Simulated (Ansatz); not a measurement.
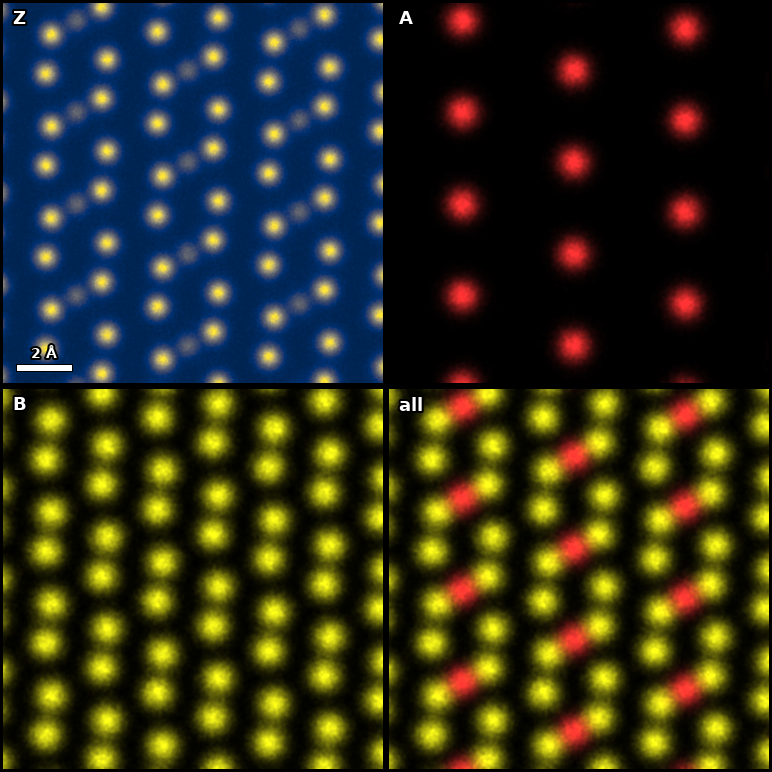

CaBr4 (P4/mmm, No. 123) along [211]. Panel Z: Simulation: incoherent imaging, intensity Z^1.8 per atom, probe width 0.58 Å, thin sample. The probe carries 25 % of its weight in a tail 2.5 times as wide. Shot noise was added. The other panels are simulated element maps (the number of atoms of one element along the beam, blurred by 0.9 Å, with counting noise; each on its own scale, no channelling); the last overlays them. Structure: the geometry relaxed with Ansatz, DFT PBE, scalar-relativistic, plane waves, PAW; the starting structure was generated, so it need not be a known form of this composition.

```cif
data_structure
_symmetry_space_group_name_H-M 'P4/mmm'
_symmetry_Int_Tables_number 123
_cell_length_a 4.6353
_cell_length_b 4.6353
_cell_length_c 8.5167
_cell_angle_alpha 90.000
_cell_angle_beta 90.000
_cell_angle_gamma 90.000
_cell_volume 182.99
loop_
_atom_site_label
_atom_site_type_symbol
_atom_site_symmetry_multiplicity
_atom_site_Wyckoff_symbol
_atom_site_fract_x
_atom_site_fract_y
_atom_site_fract_z
_atom_site_occupancy
Ca1 Ca 1 a 0.00000 0.00000 0.00000 1
Br1 Br 4 i 0.50000 0.00000 0.22619 1
```

Question: Which element does each lettered map show?

Answer: A: Ca, B: Br. The projected cell (3.35 × 4.35 Å, 111°) holds 5 columns: 4 of Br and 1 of Ca. No column is shared by two of the mapped elements.
